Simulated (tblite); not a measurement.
**Molecular dynamics, with input and output: C8H12 (part 2 of 2)**

C8H12; GFN2-xTB Langevin dynamics, gas phase (tblite 0.8.0). 

Geometry of the input (Å):
```
C  2.6372  -0.4353  -0.7324
C  1.3577  -0.7464  -0.8428
C  0.2586  -0.1718  -0.0325
C  -0.4664  -1.1671  0.9071
C  -1.8156  -0.8116  0.2624
C  -1.1189  0.2190  -0.6328
C  -0.9833  1.6136  -0.0063
C  0.3970  1.2402  0.5611
H  3.3900  -0.9030  -1.3439
H  2.9880  0.2955  -0.0233
H  1.0412  -1.4972  -1.5580
H  -0.1615  -2.2017  0.7603
H  -0.3776  -0.9221  1.9635
H  -2.2609  -1.6363  -0.2913
H  -2.5636  -0.4002  0.9383
H  -1.3306  0.1769  -1.6986
H  -0.9518  2.4211  -0.7351
H  -1.7414  1.8459  0.7398
H  0.4888  1.2788  1.6452
H  1.2079  1.8125  0.1162
```

### Trajectory as extended XYZ, continued
```
20
Properties=species:S:1:pos:R:3:forces:R:3 step=21 time_fs=525.0 energy=-630.64335 temperature=236.4
C     2.4282   -1.4924    0.8574   -1.2369   0.6937  -0.6808
C     1.3474   -1.0870    0.1635    0.7262   0.7210   0.7431
C     0.2408   -0.1630    0.5706   -0.6484  -1.4490   1.2312
C    -0.4710   -0.5834    1.8964    0.1269  -0.9611   0.4894
C    -1.8437   -0.6839    1.1577    1.4544   0.1289   0.1557
C    -1.1782   -0.1524   -0.1045    0.7056   0.0854  -0.4520
C    -1.1030    1.3764   -0.1053   -0.8327   0.2678  -0.0493
C     0.3014    1.3506    0.5051    0.6117   0.7113  -1.0412
H     3.0444   -2.2036    0.3293    0.3582   0.1248   0.4855
H     2.6929   -1.1170    1.8526   -0.2460  -0.4786  -0.5949
H     1.2504   -1.3786   -0.8590   -0.0404  -0.5007  -0.4561
H    -0.0998   -1.5262    2.3926   -0.4176   0.5630  -0.8911
H    -0.3741    0.1450    2.6953   -0.3288   0.3731  -0.0865
H    -2.1524   -1.6981    1.0282   -0.3922  -0.5606   0.1727
H    -2.6165   -0.0460    1.5453   -0.4067   0.0137   0.1823
H    -1.3811   -0.6180   -1.0930    0.0554   0.1408   0.7338
H    -1.2819    1.7667   -1.1099    0.5411   0.3137   0.1523
H    -1.8428    1.8454    0.5590    0.1262  -0.0977  -0.1836
H     0.3910    1.8850    1.4588    0.1613  -0.2033  -0.3140
H     1.0890    1.6747   -0.2018   -0.3174   0.1138   0.4034
20
Properties=species:S:1:pos:R:3:forces:R:3 step=23 time_fs=575.0 energy=-630.61464 temperature=317.5
C     2.2695   -1.5752    0.9403    0.5715  -0.1816   0.8064
C     1.3161   -1.1425    0.1473    0.3008  -0.6981  -1.1002
C     0.2471   -0.3003    0.6224   -1.9158   0.3437   0.8101
C    -0.3666   -0.7021    2.0095    0.2485   1.3624   0.5294
C    -1.7938   -0.7181    1.4381    0.3797   0.1859  -0.0562
C    -1.2535   -0.1196    0.1063    1.0863   0.2643   0.8200
C    -0.9973    1.4298    0.1441   -0.2433  -0.4818   0.2088
C     0.5260    1.1963    0.3955   -1.2604   0.1856  -0.1343
H     3.1251   -2.1267    0.5778   -0.1305   0.0264   0.0933
H     2.2383   -1.3661    2.0228    0.1143  -0.1762  -0.7827
H     1.3250   -1.3245   -0.9282    0.1775  -0.0615   0.1822
H    -0.0359   -1.6006    2.4642    0.3499  -1.3328  -0.3153
H    -0.1848   -0.0119    2.8709   -0.3432   0.2894  -0.9200
H    -2.1895   -1.7498    1.3118    0.1515   0.7937   0.1181
H    -2.4598   -0.0928    2.0608   -0.0554  -0.3597  -0.7146
H    -1.5773   -0.5680   -0.8294   -0.1107   0.1780   0.0722
H    -1.2725    1.9589   -0.7803    0.2731  -0.2034   0.3066
H    -1.5170    1.9161    0.9845    0.1991  -0.2069  -0.2999
H     0.9798    1.6649    1.2581    0.0353   0.3730  -0.0131
H     1.0685    1.4261   -0.5280    0.1716  -0.3003   0.3893
20
Properties=species:S:1:pos:R:3:forces:R:3 step=24 time_fs=600.0 energy=-630.36181 temperature=200.6
C     2.2950   -1.7002    0.8927   -1.4782   0.4244   0.4927
C     1.2873   -1.2585    0.1288    1.4037  -1.0893  -0.9755
C     0.2389   -0.3876    0.6005   -1.8666   1.9326   1.5382
C    -0.3660   -0.6453    2.0323    1.3590   0.3692  -0.4383
C    -1.7639   -0.5897    1.5056    0.0662  -0.8110  -0.3633
C    -1.2572   -0.1026    0.1623    0.2576   0.3092   1.0998
C    -1.0911    1.4097    0.2415    2.1184  -0.2679  -0.2556
C     0.4911    1.1674    0.4775   -2.5186  -0.4311  -0.6133
H     3.0097   -2.3664    0.5121    0.8184  -0.4677  -0.4476
H     2.3406   -1.5476    1.9756   -0.0932   0.1662  -0.5641
H     1.3390   -1.5274   -0.9597   -0.2808   0.3750   0.9733
H    -0.1473   -1.5573    2.5062    0.5244  -1.4916   0.2463
H    -0.0215    0.0904    2.7307   -0.2186   0.7988   0.3531
H    -2.1586   -1.5905    1.4558   -0.3418  -0.4523  -0.1127
H    -2.4371    0.0087    2.0560   -0.8360   0.8301   0.3249
H    -1.7604   -0.4246   -0.6974   -0.3990  -0.7839  -1.2575
H    -1.3762    1.9307   -0.6705    0.3270   0.1001  -0.0106
H    -1.5838    1.8866    1.0755   -0.0427  -0.0159   0.1931
H     0.8622    1.7230    1.3147    0.5500  -0.0380   0.1937
H     0.9887    1.3110   -0.4530    0.6510   0.5427  -0.3766
20
Properties=species:S:1:pos:R:3:forces:R:3 step=26 time_fs=650.0 energy=-630.38269 temperature=262.9
C     2.1016   -1.9020    0.6711    0.2931   0.0095   0.3816
C     1.0455   -1.3277    0.1208    0.4926  -0.1561   1.0494
C     0.2181   -0.3204    0.8197    0.2064   1.9869  -0.0313
C    -0.3166   -0.5652    2.2664    0.4706  -1.1210  -0.3529
C    -1.7767   -0.5881    1.6429    0.3285   0.9027   1.8827
C    -1.2159   -0.0584    0.3401    0.4099   0.9923  -1.0997
C    -0.8978    1.4925    0.1782   -0.7543  -1.2359  -0.1915
C     0.5690    1.2051    0.4753   -0.3826  -0.7221   1.0691
H     2.7072   -2.6657    0.2041   -0.1586   0.1639  -0.1264
H     2.4293   -1.6110    1.6631   -0.0741  -0.0896  -0.1152
H     0.7539   -1.6073   -0.8590   -0.3513  -0.0714  -0.7175
H     0.1964   -1.5386    2.6683   -1.4366   1.6401  -0.3086
H    -0.1962    0.2876    2.9811    0.1281  -0.8834  -0.6813
H    -2.2475   -1.5467    1.5655    0.1081  -0.6624  -0.1924
H    -2.4909    0.0229    2.2660    0.6117  -0.1491  -0.8857
H    -1.4775   -0.5042   -0.6139   -0.5684  -0.2469   0.0793
H    -0.9599    1.9353   -0.8245   -0.6425  -0.3607   0.2316
H    -1.5214    2.0524    0.8761    0.5373   0.2264   0.0415
H     0.9539    1.8549    1.2595    0.4496  -0.3774   0.0281
H     1.1579    1.2425   -0.4261    0.3325   0.1544  -0.0607
20
Properties=species:S:1:pos:R:3:forces:R:3 step=28 time_fs=700.0 energy=-630.50564 temperature=313.5
C     2.0198   -2.1211    0.4367    0.2502   0.7881   0.2134
C     1.0295   -1.3579    0.0020   -0.9296  -0.4731  -0.1292
C     0.2791   -0.3571    0.8259   -1.2363  -0.3255  -0.0313
C    -0.2852   -0.6431    2.2737   -0.0445   0.6330  -1.1474
C    -1.6773   -0.2749    1.7755   -1.1966  -0.2707   0.7314
C    -1.2081   -0.0646    0.3608    1.0976   1.9334  -0.4312
C    -0.7919    1.4335    0.0854    1.2357  -1.5445  -0.1097
C     0.6245    1.1546    0.6373    0.2007  -0.7286   0.8779
H     2.5395   -2.8532   -0.1607   -0.1804   0.0318   0.0646
H     2.4451   -1.8656    1.4063   -0.0286  -0.3768  -0.2204
H     0.5055   -1.5477   -0.9677    0.8064   0.1580   0.6870
H    -0.2750   -1.6149    2.7044    0.5316  -0.8818  -0.0862
H     0.0511    0.0672    2.9947    0.5913   0.3574   0.5325
H    -2.4015   -1.0938    1.8875    0.0969   0.1968  -0.0657
H    -2.0838    0.6072    2.3010   -0.0365  -0.2443  -0.4685
H    -1.6994   -0.4948   -0.5210    0.0940  -0.2951   0.6268
H    -0.7668    1.6334   -0.9676   -0.1149   0.2392  -0.5070
H    -1.2567    2.2157    0.6157   -0.9258   0.6379   0.4837
H     0.8127    1.6764    1.6202    0.0988  -0.4850  -1.1390
H     1.4860    1.1986   -0.0368   -0.3100   0.6498   0.1184
20
Properties=species:S:1:pos:R:3:forces:R:3 step=30 time_fs=750.0 energy=-630.36759 temperature=318.9
C     1.8146   -2.2171    0.4625    0.2449  -0.7428  -0.2308
C     1.0438   -1.2815   -0.0498   -0.5597  -0.4275   1.6921
C     0.2520   -0.3624    0.7882    0.7006   0.4172   1.4960
C    -0.2049   -0.6549    2.2686   -0.0259   0.0981   0.7302
C    -1.6013    0.0065    1.9700    1.0196  -0.8593  -1.2727
C    -1.1448    0.1447    0.4941   -0.2384  -0.3427  -0.8075
C    -0.5995    1.4561   -0.0127   -1.0270   1.6202   2.0617
C     0.7394    1.1188    0.6135    1.0602  -0.3567   0.5254
H     2.2509   -2.9374   -0.2249    0.3201   0.1739   0.4425
H     1.9688   -2.3434    1.5279   -0.0536  -0.0272  -0.3336
H     0.9298   -1.1995   -1.0847   -0.2304   0.2240  -1.3219
H    -0.3434   -1.7189    2.6254    0.4447   1.0255  -0.7851
H     0.3908   -0.1151    3.0505   -0.4009  -0.4903  -0.6397
H    -2.4218   -0.7330    2.0293    0.2907   0.7559   0.3330
H    -1.7874    0.9702    2.4322   -0.1779  -0.2691   0.2026
H    -1.6731   -0.3598   -0.2645   -1.2370  -0.8753  -0.5734
H    -0.5514    1.5563   -1.0740   -0.1409   0.0954  -0.5178
H    -1.2057    2.2753    0.4749    0.9265  -0.1332  -0.8122
H     1.0344    1.5315    1.5666   -0.6825   0.4711   0.5427
H     1.6598    1.3005    0.0573   -0.2330  -0.3573  -0.7313
20
Properties=species:S:1:pos:R:3:forces:R:3 step=31 time_fs=775.0 energy=-630.50548 temperature=269.0
C     1.7094   -2.3638    0.5741   -0.1054  -0.5880   0.1471
C     1.0134   -1.3529    0.1202   -0.6341   1.6634  -0.2136
C     0.2592   -0.2688    0.8702    1.4171  -1.8139   0.1981
C    -0.1642   -0.5810    2.3189   -0.9734  -0.7352  -1.3138
C    -1.4944    0.1189    2.0063    0.3031   0.1562  -0.5254
C    -1.1486    0.1995    0.5069   -0.3562  -0.9601  -0.1814
C    -0.6196    1.5476    0.1484   -0.6392   1.6817   0.6031
C     0.7667    1.1635    0.6641    1.7183   0.4270   0.0976
H     2.2301   -3.0114   -0.1148    0.0182  -0.0272   0.1658
H     1.6865   -2.6544    1.6079    0.2360   0.0321   0.1297
H     1.0120   -1.1258   -0.9348    0.1021  -0.0995  -0.2934
H    -0.2489   -1.6575    2.4682   -0.2046  -0.0004  -0.0525
H     0.3828   -0.1900    3.1207    0.9044   0.7225   0.9573
H    -2.4176   -0.3687    2.2577   -0.2466  -0.1300   0.2634
H    -1.4214    1.1361    2.3394   -0.5452   0.3287   0.8174
H    -1.8308   -0.2437   -0.2095    0.0548  -0.4478   0.0375
H    -0.6720    1.8600   -0.8884    0.2395  -0.2600  -0.2240
H    -1.2400    2.2691    0.7050    0.6988   0.5085  -0.1053
H     1.2838    1.6024    1.5640   -1.2767  -0.0974  -0.4201
H     1.5923    1.2860   -0.0726   -0.7107  -0.3606  -0.0875
20
Properties=species:S:1:pos:R:3:forces:R:3 step=33 time_fs=825.0 energy=-630.55840 temperature=258.5
C     1.5082   -2.4792    0.9183   -0.5145  -0.1780  -0.2152
C     0.9310   -1.4220    0.3317    0.8385  -0.9830   0.8038
C     0.2410   -0.3603    1.0790    1.0669   1.0500  -1.5907
C    -0.2769   -0.5202    2.4754    0.9927   0.1928   1.6172
C    -1.5693    0.2000    2.1339   -0.3162   0.7788  -0.8376
C    -1.0923    0.2487    0.6342   -1.0353   0.0003   0.9488
C    -0.4228    1.5493    0.2282   -0.9463   1.3465   0.2565
C     0.8809    1.0951    0.8103    0.7077  -0.8735   0.5585
H     1.9982   -3.2344    0.3027   -0.0233   0.3071   0.3146
H     1.4130   -2.7410    1.9871    0.0687   0.4183  -0.8425
H     1.1049   -1.2614   -0.7274   -0.2474   0.0517   0.1151
H    -0.3891   -1.5628    2.8321    0.0870   0.6890  -0.1607
H     0.3682    0.0888    3.1465   -0.4251  -0.8087   0.2246
H    -2.4851   -0.3743    2.3203    0.2476   0.2692  -0.1106
H    -1.6697    1.2396    2.5360    0.0146  -0.9767  -0.0820
H    -1.7342   -0.3031   -0.0408   -0.1171   0.2542  -0.3365
H    -0.4599    1.6903   -0.8202    0.3604  -0.1666  -1.2759
H    -0.7699    2.5508    0.6028   -0.1450  -0.9929   0.2237
H     1.1004    1.5540    1.7566   -0.0588   0.3138   0.5938
H     1.8109    1.2610    0.2377   -0.5552  -0.6923  -0.2049
20
Properties=species:S:1:pos:R:3:forces:R:3 step=35 time_fs=875.0 energy=-630.40372 temperature=263.8
C     1.3709   -2.6962    1.1655   -0.6199   0.9484  -0.7206
C     0.8223   -1.6259    0.5888    0.5157   0.6046   0.0740
C     0.3297   -0.3607    1.3040   -0.6730  -0.5161  -1.7802
C    -0.4199   -0.5419    2.6281    0.3585  -0.5272  -0.0717
C    -1.6410    0.1713    2.1024   -0.2439   0.0262  -2.1143
C    -1.0031    0.2194    0.6616    0.4140  -0.2272   0.9351
C    -0.3008    1.5392    0.3022    1.1678  -0.8408  -0.5051
C     1.0178    1.0292    1.0687   -3.3869   0.3848   0.9519
H     1.6235   -3.5543    0.5845    0.1657  -0.2807  -0.1805
H     1.5456   -2.7599    2.2084    0.0360  -0.0002   0.6285
H     0.7182   -1.6147   -0.5249   -0.0141   0.1292   1.0818
H    -0.6065   -1.5830    2.7384   -0.2159  -0.9825   0.3087
H     0.0357   -0.1912    3.5415    0.1272   0.3839   0.1447
H    -2.6361   -0.2920    2.0287    0.5205  -0.1089   0.6946
H    -1.7022    1.1600    2.4625   -0.4311   1.0711   0.6112
H    -1.5468   -0.3449   -0.1181    0.3301   0.4694   0.3521
H    -0.2636    1.7109   -0.7987    0.4556  -0.3356   0.7078
H    -0.6780    2.4526    0.7212   -0.4240   0.2473   0.3366
H     0.9989    1.5940    2.0364    0.6819  -0.5411  -0.8060
H     1.9284    1.0288    0.5641    1.2358   0.0953  -0.6487
20
Properties=species:S:1:pos:R:3:forces:R:3 step=37 time_fs=925.0 energy=-630.40469 temperature=283.4
C     1.2254   -2.8076    1.2400    0.7760  -1.0480   0.9421
C     0.8097   -1.7734    0.5684   -1.0543   1.4978   0.4942
C     0.2022   -0.5909    1.2858    0.1122  -0.1748  -1.1434
C    -0.5399   -0.7684    2.5912    0.3967  -0.8732   2.7357
C    -1.6557    0.1625    2.1285   -0.7324   0.6272  -0.9814
C    -0.9676    0.2735    0.7420    0.1820  -0.3139  -0.2455
C    -0.0527    1.4516    0.4987    0.1684   0.3194   0.6565
C     1.0991    0.7225    1.2401   -0.5497  -1.0272  -2.0620
H     1.8987   -3.5255    0.7942   -0.4732  -0.3454   0.0472
H     1.0090   -2.9049    2.3055    0.4492   0.0498  -0.3889
H     0.8455   -1.7476   -0.4968    0.3735   0.3615  -0.4779
H    -0.8781   -1.7825    2.9972    0.1523   0.8715  -1.3956
H     0.0904   -0.4807    3.4833   -0.6063   0.5139  -0.7152
H    -2.6326   -0.3030    1.9057    0.3649  -0.0712   0.7792
H    -1.8519    1.1275    2.6641    0.4324  -0.8607  -0.3613
H    -1.5282   -0.0223   -0.1401   -0.3430  -0.1935   0.1492
H     0.1884    1.6004   -0.5473   -0.1156   0.1000  -0.1035
H    -0.4386    2.3772    0.9338    0.3336   0.0600  -0.0599
H     1.2734    1.0913    2.2086    0.7124   0.4216   0.8682
H     1.9787    0.6187    0.5422   -0.5791   0.0853   1.2624
20
Properties=species:S:1:pos:R:3:forces:R:3 step=38 time_fs=950.0 energy=-630.30377 temperature=262.9
C     1.3401   -2.8955    1.1265   -0.2863   0.1039   1.0050
C     0.8142   -1.7905    0.6489   -0.9572   0.2490   0.1733
C     0.1721   -0.5985    1.3172    1.0275  -2.2088  -1.2251
C    -0.6239   -0.7699    2.5725    0.4296  -1.6218   2.1029
C    -1.6663    0.1621    2.0946   -2.3927   0.9308  -1.3085
C    -0.9618    0.2421    0.7188   -0.6110   0.1597  -1.3940
C    -0.0018    1.4277    0.6370   -0.6473   1.5179   0.2506
C     1.1142    0.5763    1.1646    1.8503   0.6224   0.4403
H     1.6787   -3.6470    0.4546    0.3836  -0.3268  -0.1106
H     1.3965   -3.0949    2.1881    0.0192  -0.0747  -0.1156
H     0.8185   -1.7198   -0.4060   -0.0993   0.3290  -1.0734
H    -0.9214   -1.8011    2.8919   -0.0645   0.4762  -1.0308
H    -0.1534   -0.4435    3.4758    0.6903   0.6125   0.6704
H    -2.7442   -0.1663    2.0248    1.0804  -0.0081   0.2156
H    -1.6724    1.1298    2.6193   -0.0494  -0.2672  -0.1790
H    -1.4778    0.0009   -0.2727    0.3252   0.1043   1.5282
H     0.1934    1.9010   -0.3182   -0.2622  -0.0858  -0.2521
H    -0.2698    2.2310    1.3722    0.0961  -0.3858  -0.7613
H     1.4175    1.0047    2.1330    0.7665  -0.4867  -0.3871
H     1.9898    0.3881    0.4253   -1.2987   0.3600   1.4515
20
Properties=species:S:1:pos:R:3:forces:R:3 step=40 time_fs=1000.0 energy=-630.42590 temperature=397.4
C     1.2432   -2.9939    1.0363    0.1880   0.8480  -1.6603
C     0.7943   -1.8713    0.5086   -0.1792  -0.2434  -1.2867
C     0.2617   -0.7398    1.2668    1.4089  -0.2488   0.1410
C    -0.4862   -0.9485    2.5761   -0.6233   2.4883   0.2886
C    -1.5847    0.0102    1.9835   -0.0047   0.4785   0.3401
C    -0.7952    0.2042    0.6815    0.3320  -0.4901   0.5425
C     0.2450    1.3200    0.6723   -0.3510   0.9252   0.6793
C     1.2998    0.4488    1.4073   -1.1696  -0.0593  -0.1764
H     1.6565   -3.7225    0.3846    0.1705  -0.6626   0.0184
H     1.3964   -2.9975    2.0501    0.1056  -0.6695   2.0327
H     0.7785   -1.7571   -0.5936   -0.1428  -0.0173   0.6819
H    -0.9178   -1.8734    2.8426   -0.0536  -1.1461  -0.0343
H     0.0605   -0.5210    3.4514   -0.4863  -0.4069  -0.5420
H    -2.5719   -0.4097    1.8856   -0.1425  -0.9448  -0.4908
H    -1.8670    0.9436    2.4414    0.6966   0.6078   0.8198
H    -1.3949    0.0387   -0.1928    0.1168  -0.2206  -0.5891
H     0.5285    1.7175   -0.2945    0.0766  -0.2526  -0.2100
H    -0.1563    2.1603    1.2588    0.5267   0.0802  -0.0211
H     1.4870    0.7898    2.4268   -0.2414  -0.1737   0.0112
H     2.2838    0.2667    0.9844   -0.2272   0.1077  -0.5446
```

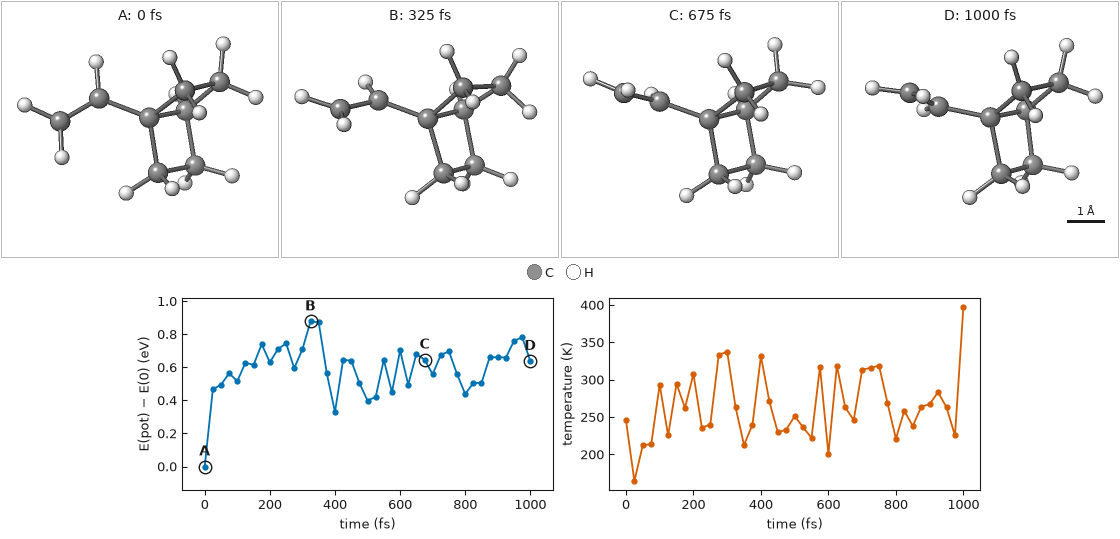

Fig. 1: Frames of the molecular dynamics (ball-and-stick, seen at a tilt) above the curves, on which the letters mark them. The trajectory kept here has 41 frames over 1000 fs. The temperature starts at 246 K, ranges from 164 to 397 K and averages 271 K over the second half. The potential energy ends 0.638 eV above its first value. After an unweighted best fit of the last frame on the first, the root-mean-square displacement is 0.60 Å, and H11 has moved furthest (1.68 Å).
